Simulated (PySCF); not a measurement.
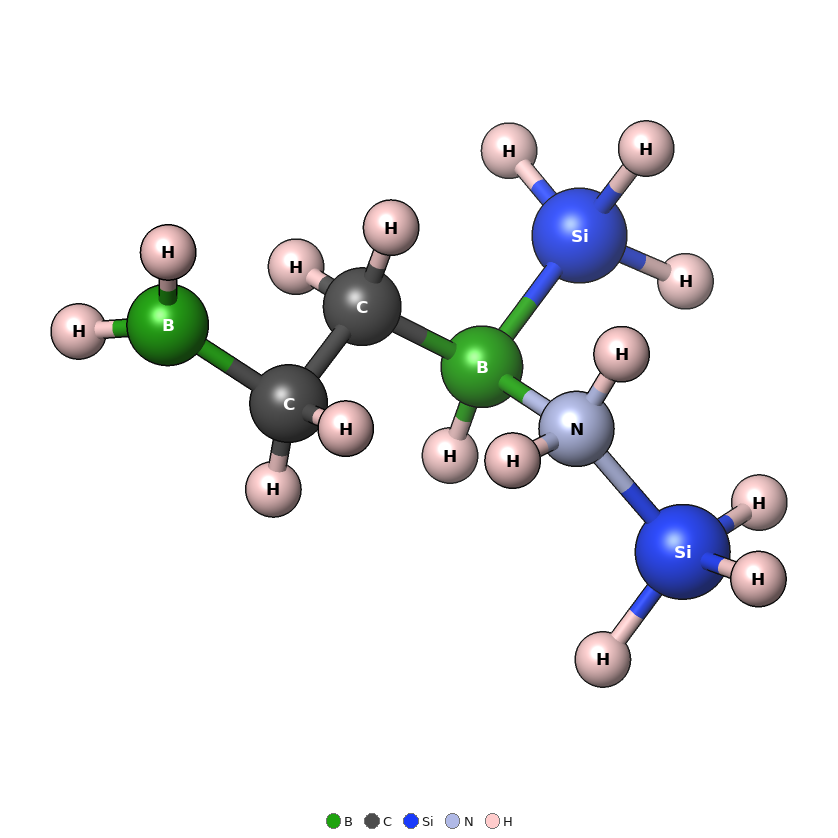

The geometry was computed by an optimisation with GFN2-xTB. No frequency run is at hand to confirm it as a minimum. Properties computed with PBE0/pcSseg-1, gas phase (PySCF 2.14.0).

What does the calculation give?

The species is C2H15B2NSi2 (`BCC[B@@H-]([SiH3])[NH2+][SiH3]`).
- dipole moment: 5.27 D
- HOMO energy (Kohn–Sham orbital): −7.02 eV
- LUMO energy (Kohn–Sham orbital): −0.86 eV
- HOMO–LUMO gap: 6.16 eV

The geometry is semi-empirical. Around B, Si such bond lengths and angles can be off by a tenth of an ångström or more and by several degrees, and values that hang on the shape move with them.
